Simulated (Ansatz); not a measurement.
# BBrF2 (SMILES FB(F)Br) at PBE0/aug-cc-pVDZ

What is the electronic atomisation energy of BBrF2 at PBE0/aug-cc-pVDZ? 

The calculation is run with Ansatz 0.2.0.

45 further runs of the same task are left out: 3 that didn't finish, 42 set aside as unsound or not needed.

**1. The structure to begin with**

BBrF2: 4 atoms, total charge 0, spin state singlet. As SMILES, `FB(F)Br`. The shape is that of a PBE0-D4/def2-TZVP optimisation.

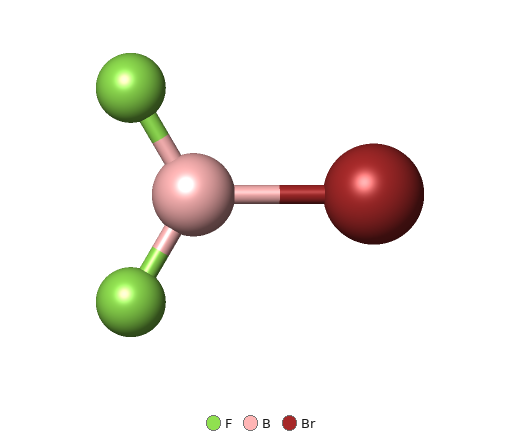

Viewed from a chosen angle; fluorine green, boron pink, bromine red.

**2. The energy at PBE0/aug-cc-pVDZ**

Contents of run.yaml:

```yaml
crystal:
  periodic: [false, false, false]
  atoms:
    - {symbol: F, position_ang: [-0.215650, -1.366490, -0.109870]}
    - {symbol: B, position_ang: [-0.127940, -0.063330, -0.022770]}
    - {symbol: F, position_ang: [-1.212420, 0.659630, -0.144250]}
    - {symbol: Br, position_ang: [1.556010, 0.770190, 0.276890]}
basis:
  gaussian: {orbitals: aug-cc-pVDZ}
hamiltonian: {xc: {name: PBE0}}
accuracy: high
output: {orbitals: {seedname: orbitals}}
total_charge: 0
```

Started as:

```bash
$ ansatz run run.yaml --threads 1 --pin off --max-ram 3480MiB --events-out events.jsonl --progress --plain --runs-dir runs
```

The log of the run:

```text
Warning: RAYON_NUM_THREADS=1 ignored (pool sized by the plan → 1); use --threads N
Functional definition: PBE0
  name "PBE0"
  parameter a = 0.25
  parameter kappa = 0.804
  parameter beta = 0.06672455060314922
  exchange = (1 - a)*pbe_x(kappa = kappa, mu = beta*pi^2/3) + a*exact_x
  correlation = pbe_c(beta = beta)
2019 factors; integrals over basis functions are off by at most 4.3e-9 eV
mean field evaluation 1: about -76144.1341 eV, gradient 3.6e1 eV
mean field evaluation 2: about -76142.0383 eV, gradient 5.3e1 eV
mean field evaluation 4: about -76146.1135 eV, gradient 6.8e-1 eV
mean field evaluation 8: about -76146.2170 eV, gradient 4.9e-2 eV
mean field evaluation 16: about -76146.2170 eV, gradient 2.5e-6 eV
mean field -76146.21700313 eV, -2798.3218611054 hartree, gradient 8.2e-8 eV, S^2 0.000000; 0 other end points of the search recorded, 0 dependent functions left out
reference -76146.21700702 eV, -2798.3218612484 hartree; 29, 29 occupied and 76, 76 virtual orbitals, 2019 factors
Total energy: -76146.21700702 eV, -2798.3218612484 hartree
```

It took 9.9 s on 1 thread of Arm Neoverse V1, shared host; peak memory 0.37 GiB.

**3. The B atom**

Contents of molecule.yaml:

```yaml
crystal:
  periodic: [false, false, false]
  atoms:
    - {symbol: B, position_ang: [0.000000, 0.000000, 0.000000]}
basis:
  gaussian:
    orbitals: aug-cc-pVDZ
magnetization:
  spin_polarized: true
  initial_magnetization: 1
hamiltonian:
  xc: {name: PBE0}
accuracy: high
```

Run the same way, it converges to -24.61648 Eh (log not shown).

**4. The Br atom at the same level**

Contents of in.yaml:

```yaml
crystal:
  periodic: [false, false, false]
  atoms:
    - symbol: Br
      position_ang: [0.000000, 0.000000, 0.000000]
basis:
  gaussian: {orbitals: aug-cc-pVDZ}
magnetization: {spin_polarized: true, initial_magnetization: 1}
hamiltonian: {xc: pbe0}
accuracy: high
```

Started as:

```bash
$ ansatz run in.yaml --threads 1 --pin off --max-ram 3480MiB --events-out events.jsonl --progress --plain --runs-dir runs
```

The log of the run, cut to the lines that bear on the results:

```text
Warning: RAYON_NUM_THREADS=1 ignored (pool sized by the plan → 1); use --threads N
[... 7 set-up lines as earlier in the session ...]
351 factors; integrals over basis functions are off by at most 4.5e-9 eV
mean field evaluation 1: about -70036.2617 eV, gradient 2.5e0 eV
mean field evaluation 2: about -70036.3075 eV, gradient 4.9e-1 eV
mean field evaluation 4: about -70036.3085 eV, gradient 5.0e-1 eV
mean field evaluation 8: about -70036.3104 eV, gradient 3.4e-3 eV
mean field evaluation 16: about -70036.3104 eV, gradient 1.9e-8 eV
mean field -70036.31038483 eV, -2573.7869343265 hartree, gradient 1.8e-8 eV, S^2 0.752200; 0 other end points of the search recorded, 0 dependent functions left out
reference -70036.31038709 eV, -2573.7869344094 hartree; 18, 17 occupied and 18, 19 virtual orbitals, 351 factors
Total energy: -70036.31038709 eV, -2573.7869344094 hartree
```

It took 1.9 s on 1 thread of Arm Neoverse V1, shared host; peak memory 0.1 GiB.

**5. The F atom, same level**

Contents of molecule.yaml:

```yaml
crystal:
  periodic: [false, false, false]
  atoms:
    - {symbol: F, position_ang: [0.000000, 0.000000, 0.000000]}
basis:
  gaussian: {orbitals: aug-cc-pVDZ}
magnetization: {spin_polarized: true, initial_magnetization: 1}
hamiltonian: {xc: {name: PBE0}}
accuracy: high
```

Run the same way, it converges to -99.64640 Eh (log not shown).

**6. What came out**

Level: PBE0/aug-cc-pVDZ.

```
                     quantity           value
       molecule: total energy  -2798.32186 Eh
        molecule: HOMO energy        -9.11 eV
        molecule: LUMO energy        -0.54 eV
      molecule: HOMO–LUMO gap         8.57 eV
         B atom: total energy    -24.61648 Eh
                 B atom: ⟨S²⟩           0.754
        Br atom: total energy  -2573.78693 Eh
                Br atom: ⟨S²⟩           0.752
         F atom: total energy    -99.64640 Eh
                 F atom: ⟨S²⟩           0.752
electronic atomisation energy       17.024 eV
```

**Reading.** Taking the molecule apart into free atoms costs 17.02 eV (1643 kJ/mol), before zero-point energy and without spin-orbit coupling.
